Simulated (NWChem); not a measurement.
# CHCl2F (dichlorofluoromethane) at 6 levels

Wanted: a comparison of 6 runs (B3LYP/def2-SVPD, M06-L/def2-SVPD, wB97X/def2-SVPD, BHLYP/def2-SVPD, CAM-B3LYP/def2-SVPD, M06-2X/def2-SVPD) of CHCl2F (dichlorofluoromethane). 

The results are computed with NWChem 7.3.0.

### Step 1. The system as given

CHCl2F: 5 atoms, total charge 0, spin state singlet. As SMILES, `FC(Cl)Cl`. The shape is that of a PBE0-D4/def2-TZVP optimisation.

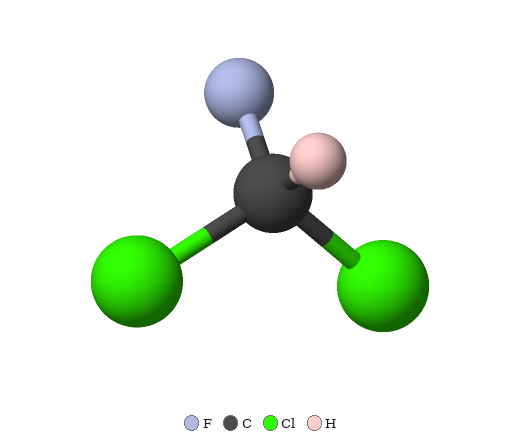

Viewed from a chosen angle; fluorine light blue, carbon dark grey, chlorine green, hydrogen pink.

### Step 2. Energy and gradient at B3LYP/def2-SVPD (run 1)

run.py reads:

```python
from ase import Atoms
from ase.calculators.nwchem import NWChem

mol = Atoms(['F', 'C', 'Cl', 'Cl', 'H'], positions=[
    [-0.590600, 0.132500, 1.230400],
    [0.006400, 0.099400, 0.030700],
    [1.459900, -0.886800, 0.126900],
    [-1.120400, -0.525200, -1.167100],
    [0.294600, 1.106400, -0.262500],
])

calc = NWChem(
    label='job',
    theory='dft',
    memory='2200 mb',
    basis='def2-SVPD',
    basispar='spherical bse',
    dft={'xc': 'b3lyp', 'mult': '1', 'grid': 'fine', 'convergence': 'energy 1e-08', 'iterations': '100', 'mulliken': None, 'print': 'low'},
)
mol.calc = calc

forces = mol.get_forces()
print("Total energy (eV):", round(mol.get_potential_energy(), 6))
print("forces (eV/A):")
for s, f in zip(mol.symbols, forces):
    print(f"{s:2s} {f[0]:10.5f} {f[1]:10.5f} {f[2]:10.5f}")
```

Launch:

```bash
$ export ASE_NWCHEM_COMMAND="nwchem PREFIX.nwi > PREFIX.nwo"
$ python run.py
```

The program printed:

```text
Total energy (eV): -28805.751393
forces (eV/A):
F    -0.18723    0.04417    0.38556
C     0.01188    0.15694    0.02036
Cl    0.53870   -0.30694    0.06906
Cl   -0.43092   -0.17082   -0.41714
H     0.06752    0.27665   -0.05785
```

The calculator wrote job.nwi:

```
title "job"

permanent_dir job

scratch_dir job

start job

geometry units angstrom nocenter noautosym noautoz
  F  -5.9060000000000001e-01 1.3250000000000001e-01 1.2303999999999999e+00
  C  6.4000000000000003e-03 9.9400000000000002e-02 3.0700000000000002e-02
  Cl 1.4599000000000000e+00 -8.8680000000000003e-01 1.2690000000000001e-01
  Cl -1.1204000000000001e+00 -5.2520000000000000e-01 -1.1671000000000000e+00
  H  2.9459999999999997e-01 1.1064000000000001e+00 -2.6250000000000001e-01
end

memory 2200 mb

basis spherical bse noprint
   * library def2-SVPD
end

dft
  xc b3lyp
  mult 1
  grid fine
  convergence energy 1e-08
  iterations 100
  mulliken
  print low
end

task dft gradient
```

job.nwo, cut to the lines that bear on the results:

```text
[...]
         Total DFT energy =    -1058.591847088009
      One electron energy =    -1882.447576496475
           Coulomb energy =      684.622538374748
    Exchange-Corr. energy =      -72.721084842982
 Nuclear repulsion energy =      211.954275876699
[... 17 lines left out ...]
     -------------------------------------------
      Total Density - Lowdin Population Analysis
[...]
                         DFT ENERGY GRADIENTS
    atom               coordinates                        gradient
                 x          y          z           x          y          z
   1 F      -1.116072   0.250389   2.325119    0.003641  -0.000859  -0.007498
   2 C       0.012094   0.187839   0.058015   -0.000231  -0.003052  -0.000396
   3 Cl      2.758811  -1.675809   0.239806   -0.010476   0.005969  -0.001343
   4 Cl     -2.117249  -0.992484  -2.205499    0.008380   0.003322   0.008112
   5 H       0.556713   2.090793  -0.496053   -0.001313  -0.005380   0.001125
 Task  times  cpu:       19.0s     wall:       19.0s
 Total times  cpu:       19.0s     wall:       19.0s
```

Run time: 20 s. Hardware: 1 thread of Intel Xeon Platinum 8488C (Sapphire Rapids), shared host; peak memory 0.12 GiB.

### Step 3. Energy and gradient at M06-L/def2-SVPD (run 2)

run.py reads:

```python
from ase import Atoms
from ase.calculators.nwchem import NWChem

system = Atoms('FCClClH', positions=[
    [-0.590600, 0.132500, 1.230400],
    [0.006400, 0.099400, 0.030700],
    [1.459900, -0.886800, 0.126900],
    [-1.120400, -0.525200, -1.167100],
    [0.294600, 1.106400, -0.262500],
])

calc = NWChem(
    label='chcl2f',
    theory='dft',
    memory='2200 mb',
    basis='def2-SVPD',
    basispar='spherical bse',
    dft={'xc': 'm06-l', 'mult': '1', 'grid': 'fine', 'convergence': 'energy 1e-08', 'iterations': '100', 'mulliken': None, 'print': 'low'},
)
system.calc = calc

forces = system.get_forces()
print(f"energy = {system.get_potential_energy():.6f} eV")
print("forces (eV/A):")
for s, f in zip(system.symbols, forces):
    print(f"{s:2s} {f[0]:10.5f} {f[1]:10.5f} {f[2]:10.5f}")
```

Launch:

```bash
$ export ASE_NWCHEM_COMMAND="nwchem PREFIX.nwi > PREFIX.nwo"
$ python run.py
```

The program printed:

```text
energy = -28804.528347 eV
forces (eV/A):
F    -0.01455    0.02679    0.03641
C    -0.12089   -0.10382    0.21217
Cl    0.30869   -0.14604    0.05451
Cl   -0.25202   -0.06721   -0.22667
H     0.07873    0.29028   -0.07636
```

The calculator wrote chcl2f.nwi:

```
title "chcl2f"

permanent_dir chcl2f

scratch_dir chcl2f

start chcl2f

geometry units angstrom nocenter noautosym noautoz
  F  -5.9060000000000001e-01 1.3250000000000001e-01 1.2303999999999999e+00
  C  6.4000000000000003e-03 9.9400000000000002e-02 3.0700000000000002e-02
  Cl 1.4599000000000000e+00 -8.8680000000000003e-01 1.2690000000000001e-01
  Cl -1.1204000000000001e+00 -5.2520000000000000e-01 -1.1671000000000000e+00
  H  2.9459999999999997e-01 1.1064000000000001e+00 -2.6250000000000001e-01
end

memory 2200 mb

basis spherical bse noprint
   * library def2-SVPD
end

dft
  xc m06-l
  mult 1
  grid fine
  convergence energy 1e-08
  iterations 100
  mulliken
  print low
end

task dft gradient
```

chcl2f.nwo, cut to the lines that bear on the results:

```text
[...]
         Total DFT energy =    -1058.546900967375
      One electron energy =    -1882.755736728557
           Coulomb energy =      684.975177370159
    Exchange-Corr. energy =      -72.720617485676
 Nuclear repulsion energy =      211.954275876699
[... 17 lines left out ...]
     -------------------------------------------
      Total Density - Lowdin Population Analysis
[...]
                         DFT ENERGY GRADIENTS
    atom               coordinates                        gradient
                 x          y          z           x          y          z
   1 F      -1.116072   0.250389   2.325119    0.000283  -0.000521  -0.000708
   2 C       0.012094   0.187839   0.058015    0.002351   0.002019  -0.004126
   3 Cl      2.758811  -1.675809   0.239806   -0.006003   0.002840  -0.001060
   4 Cl     -2.117249  -0.992484  -2.205499    0.004901   0.001307   0.004408
   5 H       0.556713   2.090793  -0.496053   -0.001531  -0.005645   0.001485
 Task  times  cpu:       32.7s     wall:       32.7s
 Total times  cpu:       32.8s     wall:       32.8s
```

Run time: 34 s. Hardware: 1 thread of Intel Xeon Platinum 8488C (Sapphire Rapids), shared host; peak memory 0.12 GiB.

Runs 3 to 4 aren't shown in full; the table further down has their settings and results.

### Step 4. Energy and forces at CAM-B3LYP/def2-SVPD (run 5)

chcl2f.xyz reads:

```xyz
5
CHCl2F
F     -0.590600     0.132500     1.230400
C      0.006400     0.099400     0.030700
Cl     1.459900    -0.886800     0.126900
Cl    -1.120400    -0.525200    -1.167100
H      0.294600     1.106400    -0.262500
```

run.py reads:

```python
from ase.io import read
from ase.calculators.nwchem import NWChem

system = read('chcl2f.xyz')

calc = NWChem(
    label='chcl2f',
    theory='dft',
    memory='2200 mb',
    basis='def2-SVPD',
    basispar='spherical bse',
    dft={'xc': 'xcamb88 1.00 lyp 0.81 vwn_5 0.19 hfexch 1.00', 'cam': '0.33 cam_alpha 0.19 cam_beta 0.46', 'mult': '1', 'grid': 'fine', 'convergence': 'energy 1e-08', 'direct': None, 'iterations': '100', 'mulliken': None},
)
system.calc = calc

forces = system.get_forces()
print("Total energy (eV):", round(system.get_potential_energy(), 6))
print("forces (eV/A):")
for s, f in zip(system.symbols, forces):
    print(f"{s:2s} {f[0]:10.5f} {f[1]:10.5f} {f[2]:10.5f}")
print("dipole (e A):", system.get_dipole_moment().round(4))
```

Launch:

```bash
$ export ASE_NWCHEM_COMMAND="nwchem PREFIX.nwi > PREFIX.nwo"
$ python run.py
```

The program printed:

```text
Total energy (eV): -28804.546252
forces (eV/A):
F    -0.05363    0.00715    0.10886
C    -0.02278   -0.04448    0.03312
Cl    0.22230   -0.13066    0.05332
Cl   -0.19818   -0.07148   -0.15751
H     0.05224    0.23947   -0.03774
dipole (e A): [ 0.0903  0.2289 -0.1161]
```

The calculator wrote chcl2f.nwi:

```
title "chcl2f"

permanent_dir chcl2f

scratch_dir chcl2f

start chcl2f

geometry units angstrom nocenter noautosym noautoz
  F  -5.9060000000000001e-01 1.3250000000000001e-01 1.2303999999999999e+00
  C  6.4000000000000003e-03 9.9400000000000002e-02 3.0700000000000002e-02
  Cl 1.4599000000000000e+00 -8.8680000000000003e-01 1.2690000000000001e-01
  Cl -1.1204000000000001e+00 -5.2520000000000000e-01 -1.1671000000000000e+00
  H  2.9459999999999997e-01 1.1064000000000001e+00 -2.6250000000000001e-01
end

memory 2200 mb

basis spherical bse noprint
   * library def2-SVPD
end

dft
  xc xcamb88 1.00 lyp 0.81 vwn_5 0.19 hfexch 1.00
  cam 0.33 cam_alpha 0.19 cam_beta 0.46
  mult 1
  grid fine
  convergence energy 1e-08
  direct
  iterations 100
  mulliken
end

task dft gradient
```

chcl2f.nwo, cut to the lines that bear on the results:

```text
[...]
         Total DFT energy =    -1058.547558970786
[...]
  wavefunction    = closed shell
[...]
                         DFT ENERGY GRADIENTS
    atom               coordinates                        gradient
                 x          y          z           x          y          z
   1 F      -1.116072   0.250389   2.325119    0.001043  -0.000139  -0.002117
   2 C       0.012094   0.187839   0.058015    0.000443   0.000865  -0.000644
   3 Cl      2.758811  -1.675809   0.239806   -0.004323   0.002541  -0.001037
   4 Cl     -2.117249  -0.992484  -2.205499    0.003854   0.001390   0.003063
   5 H       0.556713   2.090793  -0.496053   -0.001016  -0.004657   0.000734
[...]
```

Run time: 92 s. Hardware: 1 thread of Intel Xeon Platinum 8488C (Sapphire Rapids), shared host; peak memory 0.12 GiB.

### Step 5. Energy and forces at M06-2X/def2-SVPD (run 6)

m1.nw reads:

```
start m1
title "CHCl2F"
memory 2200 mb
charge 0

geometry noautosym nocenter noautoz
F    -0.590600    0.132500    1.230400
C     0.006400    0.099400    0.030700
Cl    1.459900   -0.886800    0.126900
Cl   -1.120400   -0.525200   -1.167100
H     0.294600    1.106400   -0.262500
end

basis spherical bse
* library def2-SVPD
end

dft
xc m06-2x
grid fine
convergence energy 1e-08
iterations 100
mulliken
end

task dft gradient
```

Launch:

```bash
$ nwchem m1.nw > m1.out
```

The program printed:

```text
[...]
          Wavefunction type:  closed shell.
          No. of atoms     :     5
          No. of electrons :    50
[...]
          Charge           :     0
          Spin multiplicity:     1
[...]
          AO basis - number of functions:   105
[...]
              XC Information
              --------------
                       M06-2X Method XC Functional
                     Hartree-Fock (Exact) Exchange  0.540
                        M06-2X Exchange Functional  1.000
                      M06-2X Correlation Potential  1.000
[...]
 d= 0,ls=0.0,diis     1  -1058.3519712107 -1.27D+03  1.71D-02  1.08D+00     2.2
[...]
 d= 0,ls=0.0,diis    10  -1058.4867607197 -2.29D-09  4.71D-07  7.33D-10    18.9
         Total DFT energy =    -1058.486760719747
      One electron energy =    -1882.427789778517
           Coulomb energy =      684.623940334418
    Exchange-Corr. energy =      -72.637187152348
 Nuclear repulsion energy =      211.954275876699
[...]
      Total Density - Mulliken Population Analysis
     ---------------------------------------------
    Atom       Charge   Shell Charges
 -----------   ------   -------------------------------------------------------
    1 F    9     9.37   1.99  1.14  0.80  0.06  3.33  1.91  0.12  0.01  0.01
    2 C    6     5.21   1.99  0.96 -0.14 -0.09  1.90  0.59  0.10 -0.08
    3 Cl  17    17.28   2.00  1.99  1.26  0.69  0.00  5.94  2.14  3.00  0.20  0.03  0.03
    4 Cl  17    17.28   2.00  1.99  1.26  0.69  0.00  5.94  2.14  3.00  0.20  0.03  0.03
    5 H    1     0.87   0.75  0.06  0.02  0.04
[...]
  wavefunction    = closed shell
                         DFT ENERGY GRADIENTS
    atom               coordinates                        gradient
                 x          y          z           x          y          z
   1 F      -1.116072   0.250389   2.325119   -0.000520   0.000749   0.001247
   2 C       0.012094   0.187839   0.058015    0.001670  -0.000788  -0.003553
   3 Cl      2.758811  -1.675809   0.239806   -0.003325   0.002450  -0.000932
   4 Cl     -2.117249  -0.992484  -2.205499    0.003179   0.001534   0.002328
   5 H       0.556713   2.090793  -0.496053   -0.001005  -0.003945   0.000910
[...]
```

It took 28 s on 1 thread of Intel Xeon Platinum 8488C (Sapphire Rapids), shared host; peak memory 0.12 GiB.

### Step 6. Overview of the runs

| run | level | energy (Eh) | largest force (eV/Å) | wall time |
| --- | --- | --- | --- | --- |
| 1 | B3LYP/def2-SVPD | -1058.591847 | 0.624 | 20 s |
| 2 | M06-L/def2-SVPD | -1058.546901 | 0.346 | 34 s |
| 3 | wB97X/def2-SVPD | -1058.532819 | 0.303 | 96 s |
| 4 | BHLYP/def2-SVPD | -1058.498703 | 0.371 | 22 s |
| 5 | CAM-B3LYP/def2-SVPD | -1058.547559 | 0.263 | 92 s |
| 6 | M06-2X/def2-SVPD | -1058.486761 | 0.218 | 28 s |

### Step 7. Outcome

| quantity | value |
| --- | --- |
| run 6: total energy | -1058.48676 Eh |
| run 6: dipole moment | 1.33 D |
| run 6: HOMO energy | -10.65 eV |
| run 6: LUMO energy | 0.28 eV |
| run 6: HOMO–LUMO gap | 10.94 eV |
| run 6: largest force on an atom | 0.218 eV/Å |

**Reading.** Over runs 4, 5, 6 the dipole moment (its size) runs from 1.31 D (CAM-B3LYP/def2-SVPD) to 1.35 D (BHLYP/def2-SVPD). Over runs 4, 5, 6 the HOMO–LUMO gap runs from 10.94 eV (M06-2X/def2-SVPD) to 11.20 eV (CAM-B3LYP/def2-SVPD). Totals of different functionals can't be ranked against each other. All runs together took 4.8 min, the longest 96 s.
